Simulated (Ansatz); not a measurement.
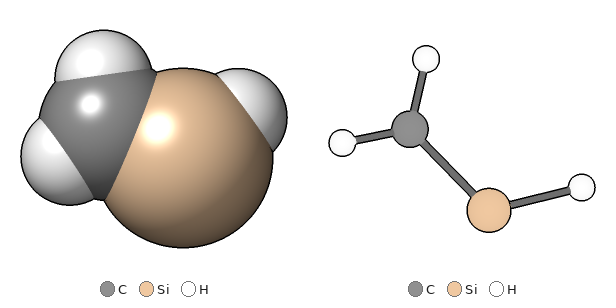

The same structure drawn twice, from different directions.

The species is neutral and a spin doublet.

Identify the structure.

Formula CH3Si. The point group is Cs. It is an open-shell species. All atoms lie on one plane. Coordination: 1 C trigonal planar; 1 Si bent.

More results for the same structure follow; atom numbers are the same in all pictures, views and colours differ. Computed geometry: PBE0-D4/def2-TZVP optimisation. No frequency run is at hand to confirm it as a minimum.

### Shape

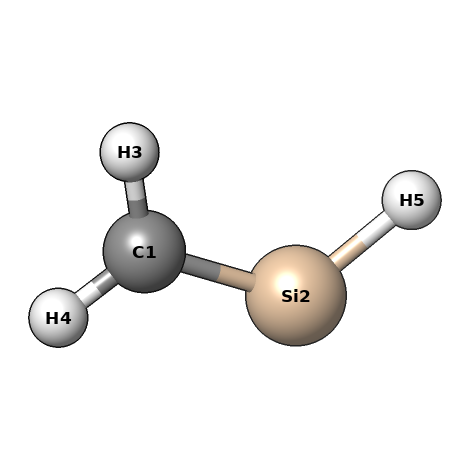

The atoms are numbered. No frequency run is at hand to confirm it as a minimum.

Estimate the angles Si2–C1–H3, Si2–C1–H4, H3–C1–H4, C1–Si2–H5.

| angle | degrees |
| --- | --- |
| Si2–C1–H3 | 120.3 |
| Si2–C1–H4 | 123.6 |
| H3–C1–H4 | 116.1 |
| C1–Si2–H5 | 121.5 |

### Dipole moment

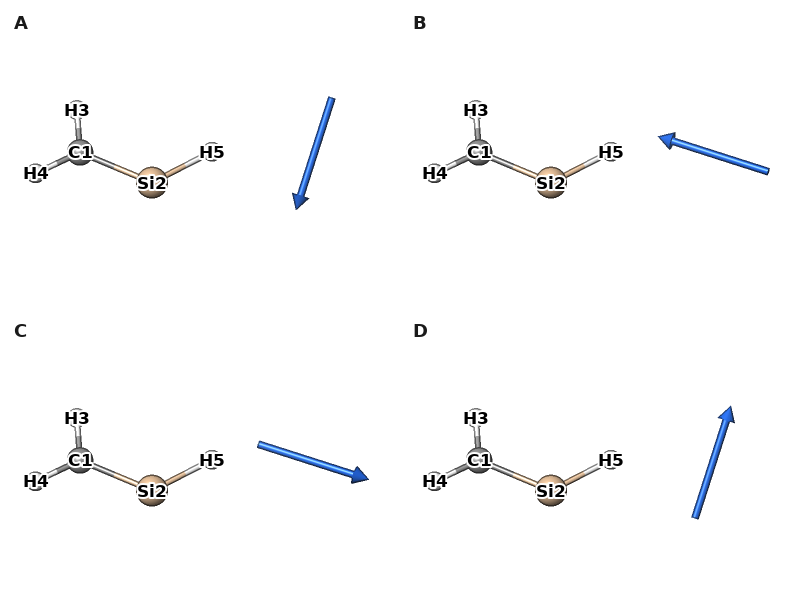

The same molecule four times, each with an arrow. No frequency run is at hand to confirm it as a minimum. Properties computed with UKS PBE0-D4/def2-TZVP (Ansatz 0.2.0).

Which arrow points along the dipole moment, from the negative to the positive end?

C. The dipole moment is 0.63 D; it points from the side of H4 to the side of H5 (the outermost atoms at the two ends).

### Electronic properties

No frequency run is at hand to confirm it as a minimum. Level of theory: UKS PBE0-D4/def2-TZVPP (Ansatz 0.2.0).

What is the HOMO energy (Kohn–Sham orbital)?

−6.65 eV.

What is the ⟨S²⟩ of the determinant?

0.779.

### Charges

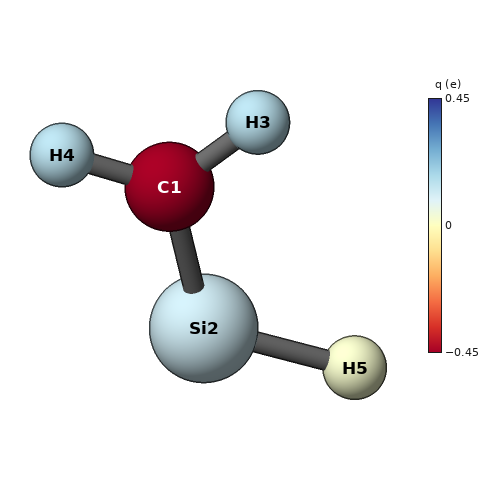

Atoms are coloured by their Mulliken charges. No frequency run is at hand to confirm it as a minimum. Properties computed with UKS PBE0-D4/def2-TZVP (Ansatz 0.2.0).

Which atom carries the highest charge (most positive or least negative)?

H3, H4 (0.15 e).

And the lowest?

C1 (−0.45 e).

Give the Mulliken charges atom by atom.

| atom | value (e) |
| --- | --- |
| C1 | −0.45 |
| Si2 | 0.12 |
| H3 | 0.15 |
| H4 | 0.15 |
| H5 | 0.02 |

Mulliken values depend strongly on the basis set and can even reverse the polarity of a bond.
